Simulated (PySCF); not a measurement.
```xyz
14

C     0.4093    2.1946   -0.1208
C     0.0173    0.8779   -0.0400
O    -1.4042    0.7056    0.0598
C    -1.9092   -0.4936    0.1440
F    -3.2350   -0.4119    0.2280
F    -1.6467   -1.2962   -0.9124
F    -1.5058   -1.2059    1.2206
C     0.8354   -0.2031   -0.0482
C     2.1706   -0.7708   -0.1104
C     1.1537   -1.6148   -0.0094
H     1.4484    2.4400   -0.1990
H    -0.3245    2.9731   -0.1059
H     3.2142   -0.5894   -0.1851
H     0.7758   -2.6059    0.0567
```

Geometry: GFN2-xTB.

The calculation used PySCF, UKS B3LYP, pcH-1 on C F H O, non-relativistic, mean-field spin-orbit, GIAO.

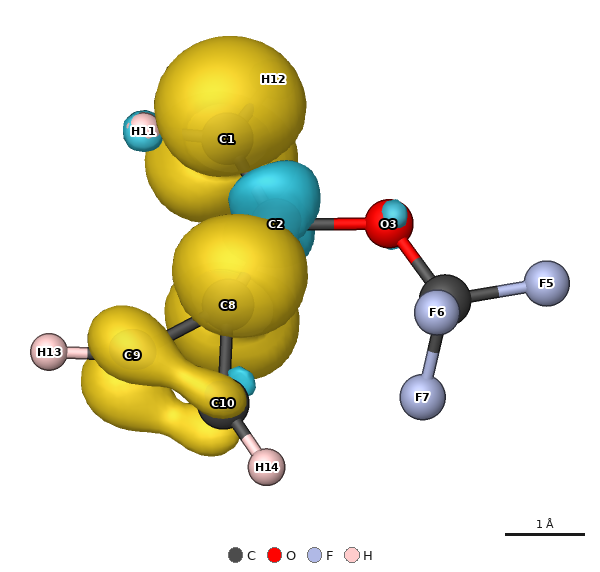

C6H4F3O (SMILES [CH2]C(OC(F)(F)F)=C1C=C1) (doublet). Isosurfaces of the spin density at +0.02 (yellow) and −0.02 e/Å³ (cyan), seen at a tilt.

### Which atoms carry the spin?

The unpaired spin (1 electron) lies mostly on C1 (about 0.5), C8 (about 0.3) and C9 (about 0.1), in electrons by Hirshfeld's partition.
